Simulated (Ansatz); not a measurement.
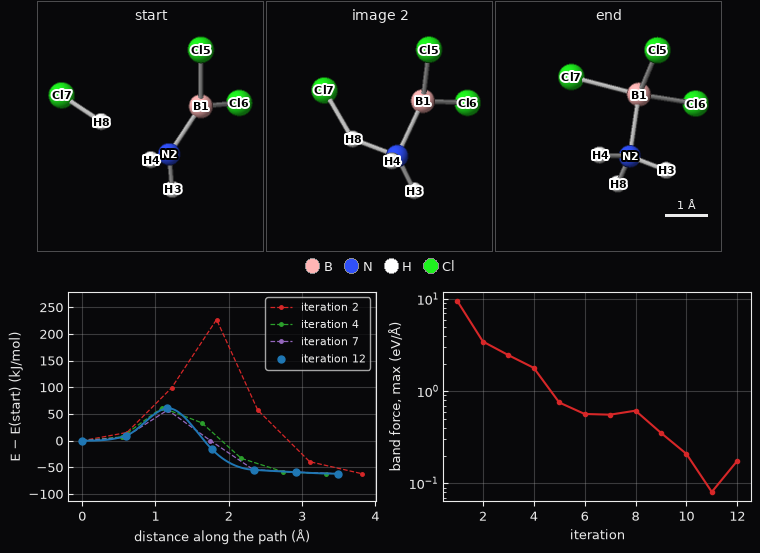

NEB run on BNH3Cl3. Images are numbered from 0 (start) to 6 (end). The plot follows the band through its iterations. A ball-and-stick model, seen at a tilt.

All numbers below come from RKS r2SCAN-D4/def2-SVP (Ansatz 0.2.0). Set-up: 5 movable images; climbing image; force threshold 0.2 eV/Å; iteration limit 60; starting path through a guess of the saddle point.

### Did the band converge, and can the barrier be trusted?

The run met only a loose threshold, so the barrier can't be trusted yet. The band converged in 12 iterations. The largest component of the band force went from 9.5 to 0.18 eV/Å. The climbing image converged on the top of the path. Its curvatures weren't checked. The force threshold is so loose that the height of the top is at best an upper bound. The first iteration put the highest image at 370.2 kJ/mol. The energy climbs by 60.7 kJ/mol to image 2 and then falls by 122.5 kJ/mol, so the end point sits at −61.8 kJ/mol.

The run took 79 s on 4 threads of Intel(R) Xeon(R) CPU @ 2.60GHz (Ice Lake), on a shared host, peak memory 0.19 GiB.
